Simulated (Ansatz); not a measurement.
Run report: AlCl$_{3}$, energy and gradient calculation

System: AlCl$_{3}$, SMILES Cl[Al](Cl)Cl.
Method: PBE/aug-cc-pVDZ, RKS (Ansatz 0.2.0).

The geometry comes from this level: PBE0-D4/def2-TZVP. Figures and captions count atoms from 1; the log counts them from 0 in places.

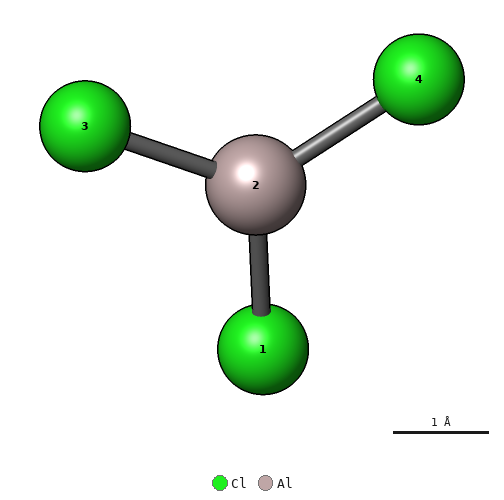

Figure 1. The structure (ball-and-stick view, seen at a tilt; atoms are numbered from 1 in the order of the input). Sticks mark near contacts. Bond lengths as drawn: Al–Cl 2.07 Å.

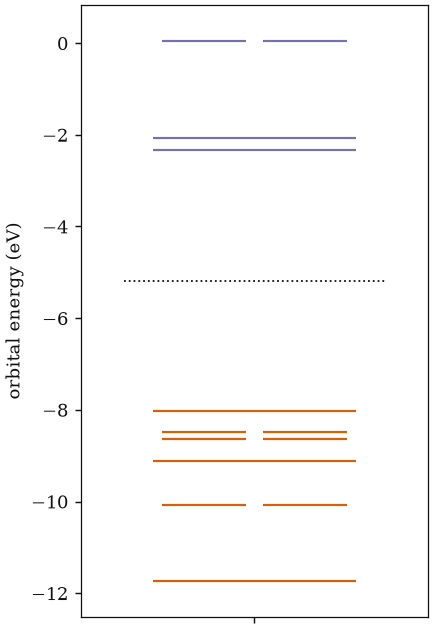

Figure 2. Orbital energies near the frontier; the dotted line parts filled from empty levels, and levels within 0.02 eV of each other stand side by side. Highest filled −8.02 eV, lowest empty −2.34 eV, 5.68 eV apart.

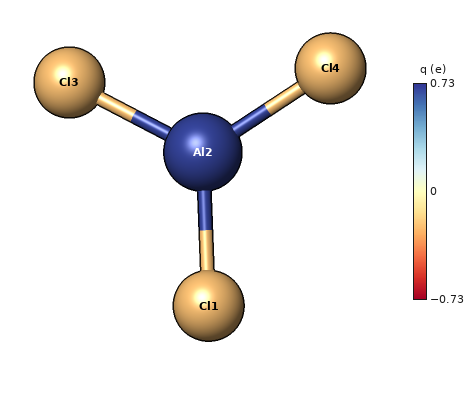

Figure 3. Mulliken charges, as the colour of each atom (ball-and-stick view, seen at a tilt; atoms are numbered from 1 in the order of the input; Mulliken charges depend strongly on the basis). By element: Cl −0.23 and Al +0.69 e.

These pictures come from the run below.

### Input
```yaml
crystal:
  periodic: [false, false, false]
  atoms:
    - {symbol: Cl, position_ang: [-1.135050, -0.108440, 1.726210]}
    - {symbol: Al, position_ang: [0.000010, 0.000000, -0.000020]}
    - {symbol: Cl, position_ang: [1.741960, -1.104030, -0.163630]}
    - {symbol: Cl, position_ang: [-0.606920, 1.212480, -1.562570]}
basis:
  gaussian:
    orbitals: aug-cc-pVDZ
output: {forces: true, orbitals: {seedname: orbitals}}
accuracy: high
hamiltonian:
  xc: {name: PBE}
```

Run as:
```bash
ansatz run in.yaml --threads 1 --pin off --max-ram 3480MiB --events-out events.jsonl --progress --plain --runs-dir runs
```

### Log
```
Functional definition: PBE
  name "PBE"
  parameter kappa = 0.804
  parameter beta = 0.06672455060314922
  exchange = pbe_x(kappa = kappa, mu = beta*pi^2/3)
  correlation = pbe_c(beta = beta)
2141 factors; integrals over basis functions are off by at most 3.5e-9 eV
mean field evaluation 1: about -44150.2112 eV, gradient 2.4e1 eV
mean field evaluation 2: about -44149.6923 eV, gradient 2.8e1 eV
mean field evaluation 4: about -44151.7738 eV, gradient 7.8e-1 eV
mean field evaluation 8: about -44151.7749 eV, gradient 3.5e-4 eV
mean field evaluation 16: about -44151.7749 eV, gradient 6.1e-8 eV
mean field -44151.77486525 eV, -1622.5477991501 hartree, gradient 6.1e-8 eV, S^2 0.000000; 0 other end points of the search recorded, 0 dependent functions left out
the calculation of the forces begins
reference -44151.77486979 eV, -1622.5477993168 hartree; 32, 32 occupied and 76, 76 virtual orbitals, 2141 factors
Total energy: -44151.77486979 eV, -1622.5477993168 hartree
Atom 0 at    -1.135050    -0.108440     1.726210 Å, force    -0.460364    -0.043991     0.700138 eV/Å
Atom 1 at     0.000010     0.000000    -0.000020 Å, force     0.000121     0.000005    -0.000145 eV/Å
Atom 2 at     1.741960    -1.104030    -0.163630 Å, force     0.706269    -0.447599    -0.066401 eV/Å
Atom 3 at    -0.606920     1.212480    -1.562570 Å, force    -0.246025     0.491585    -0.633592 eV/Å
Dipole moment:     0.000010    -0.000002    -0.000018 e Å
```

### Summary

| quantity | value |
| --- | --- |
| outcome | converged |
| total energy | −1622.547799 hartree |
| basis functions | 108 |
| largest force | 0.839 eV/Å |
| SCF solution under orbital rotations | stable |
| HOMO | −8.02 eV |
| LUMO | −2.34 eV |
| dipole moment | 0.00 D |
| hardware | 1 thread of Arm Neoverse V1, 112 GiB of memory available, shared host |
| wall time | 16 s |
| peak memory | 0.3 GiB |
